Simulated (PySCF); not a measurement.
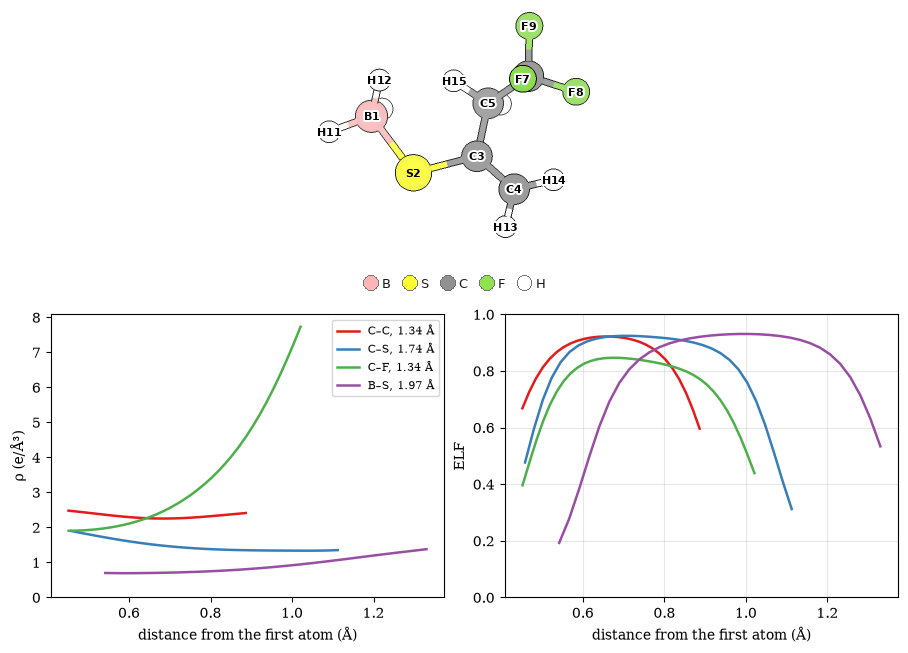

Figure 1: C4H7BF3S (SMILES [BH3-]SC(=C)CC(F)(F)F) (charge −1). Total electron density and electron localisation function along straight lines between neighbouring atoms. The curves leave out the atomic cores. The structure is drawn too.

Geometry: GFN2-xTB.

Theory: PySCF 2.14.0, PBE0/pcSseg-1, SCF density, gas phase, non-relativistic.

```xyz
16

B     2.1291   -0.6851   -1.4006
S     1.6101    1.0856   -0.7100
C    -0.0088    0.9723   -0.0693
C    -0.6646    2.0534    0.3683
C    -0.6533   -0.3972   -0.0518
C    -1.3078   -0.7517    1.2572
F    -0.5637   -0.5052    2.3425
F    -2.4925   -0.1366    1.4769
F    -1.6108   -2.0759    1.3226
H     1.3324   -0.9948   -2.2485
H     3.2207   -0.4957   -1.8529
H     2.1593   -1.4579   -0.4742
H    -0.1917    3.0178    0.3456
H    -1.6667    2.0057    0.7600
H     0.1167   -1.1479   -0.2444
H    -1.4159   -0.4779   -0.8328
```

What can be read from the curves?

Answer. C–C (1.34 Å): the density is about 2.3 e/Å³ at the midpoint; the ELF peaks at about 0.90 between the atoms (a short, multiple covalent bond).
C–S (1.74 Å): ρ is about 1.4 e/Å³ halfway; the ELF peaks at about 0.90 between the atoms: localised, covalent bonding.
C–F (1.34 Å): ρ at the midpoint is about 2.4 e/Å³; the ELF peaks at about 0.85 between the atoms: a shared but strongly polarised pair.
B–S (1.97 Å): the density is about 0.9 e/Å³ at the midpoint, with its minimum of 0.69 e/Å³ about 0.6 Å from B; the ELF peaks at about 0.95 between the atoms; a shared electron pair.
